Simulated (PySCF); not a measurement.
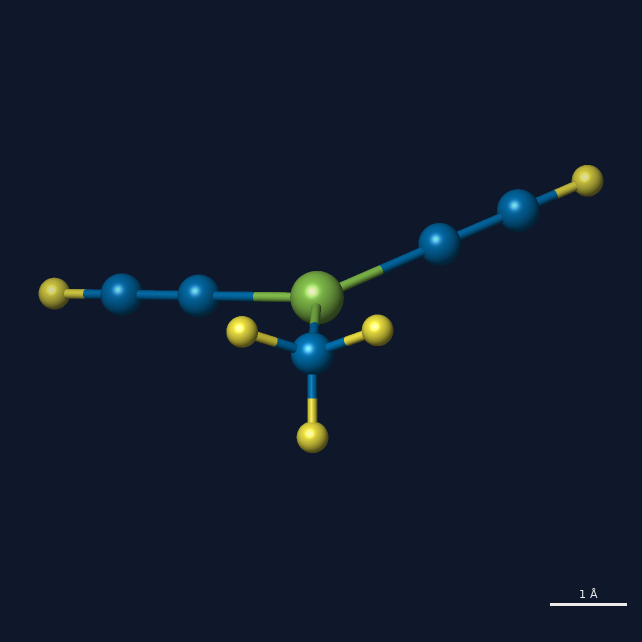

Colours: carbon blue, aluminium green, hydrogen yellow.

**Give the formula.**

C5H5Al, 11 atoms: 5 carbon, 5 hydrogen and 1 aluminium.

**How many bonds of each kind are drawn?**

5 C–H, 3 C–Al, 2 C–C.

**Write the SMILES.**

C#[C][Al]([CH3])[C]#C

**Name functional groups in it.**

Among them: alkyne.

More results for the same structure follow; atom numbers are the same in all pictures, views and colours differ. The computed structure is the end point of a PBE0-D3(BJ)/def2-SVP optimisation. No frequency run is at hand to confirm it as a minimum.

**Geometry**

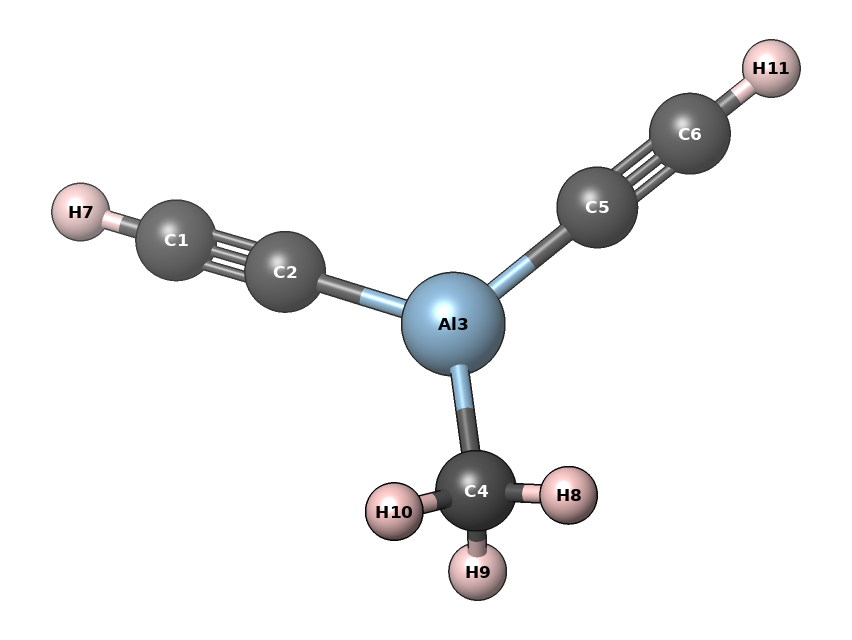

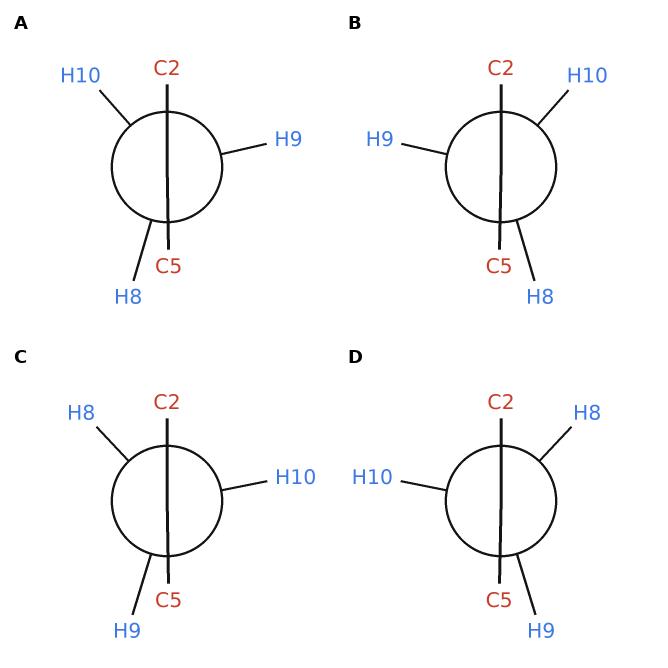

Depth is shown by fading: the farther an atom, the more it takes the colour of the background. Bonds that would overlap in a projection are set slightly apart. No frequency run is at hand to confirm it as a minimum.

**Which Newman projection shows the view along Al3–C4, with Al3 in front?**

A. The torsion angle C2–Al3–C4–H8 is −164°, antiperiplanar (anti).

**NMR shielding**

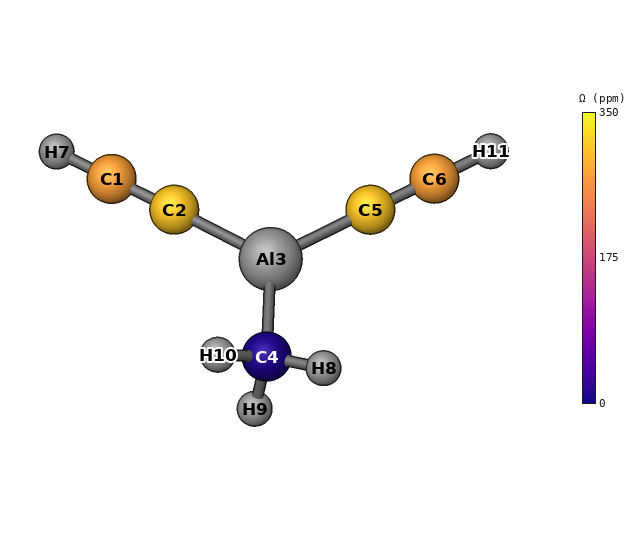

The C atoms are coloured by the span of their shielding tensor. No frequency run is at hand to confirm it as a minimum. Properties computed with GIAO LC-wPBE/pcSseg-2 NMR shielding, non-relativistic, gas phase (PySCF 2.14.0). Principal shieldings σ11 ≤ σ22 ≤ σ33, span Ω = σ33 − σ11, skew κ = 3(σiso − σ22)/Ω.

Give the shielding tensors of the C atoms.

```
atom    σ11    σ22    σ33   σiso      Ω     κ
  C1  −20.7  −13.7  254.1   73.3  274.8  0.95
  C2  −19.7  −15.1  288.5   84.6  308.2  0.97
  C4  191.8  197.7  204.0  197.8   12.2  0.03
  C5  −19.9  −14.9  288.3   84.5  308.2  0.97
  C6  −20.8  −13.5  254.3   73.3  275.1  0.95
```

Shieldings and span in ppm.

**Levels of theory compared**

No frequency run is at hand to confirm it as a minimum. Program: PySCF 2.14.0.

At this fixed geometry, give dipole (D), HOMO energy (eV) at these levels: B97-2/pcSseg-2; BHandHLYP/pcSseg-2; CAM-B3LYP/pcSseg-2; LC-wPBE/pcSseg-2; PBE0/6-31G; PBE0/STO-3G; PBE0/pcSseg-2; WP04/pcSseg-2; mPW1PW91/pcSseg-2; ωB97X-D/pcSseg-2.

| level | dipole (D) | HOMO energy (eV) |
| --- | --- | --- |
| B97-2/pcSseg-2 | 0.19 | −7.73 |
| BHandHLYP/pcSseg-2 | 0.16 | −9.02 |
| CAM-B3LYP/pcSseg-2 | 0.19 | −9.36 |
| LC-wPBE/pcSseg-2 | 0.22 | −10.83 |
| PBE0/6-31G | 0.20 | −7.78 |
| PBE0/STO-3G | 0.73 | −5.49 |
| PBE0/pcSseg-2 | 0.20 | −8.01 |
| WP04/pcSseg-2 | 0.23 | −8.91 |
| mPW1PW91/pcSseg-2 | 0.20 | −8.02 |
| ωB97X-D/pcSseg-2 | 0.20 | −9.88 |

**Core levels**

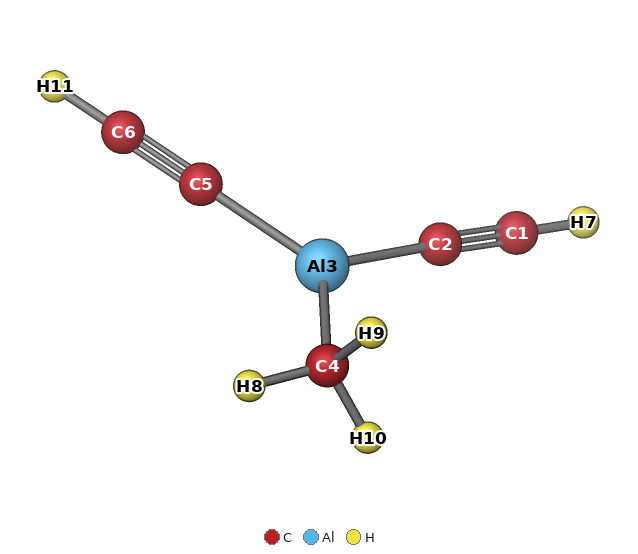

No frequency run is at hand to confirm it as a minimum. Method: delta-SCF UKS SCAN, pcX-1 on the ionised atom, pcseg-1 elsewhere, spin-free X2C (PySCF 2.14.0).

Give the core-electron binding energies (to vacuum; p and d levels without spin–orbit splitting) of C1 1s, C2 1s, Al3 1s, Al3 2p, C4 1s.

| atom | level | binding energy (eV) |
| --- | --- | --- |
| C1 | 1s | 290.5 |
| C2 | 1s | 289.9 |
| Al3 | 1s | 1567.1 |
| Al3 | 2p | 80.6 |
| C4 | 1s | 289.8 |
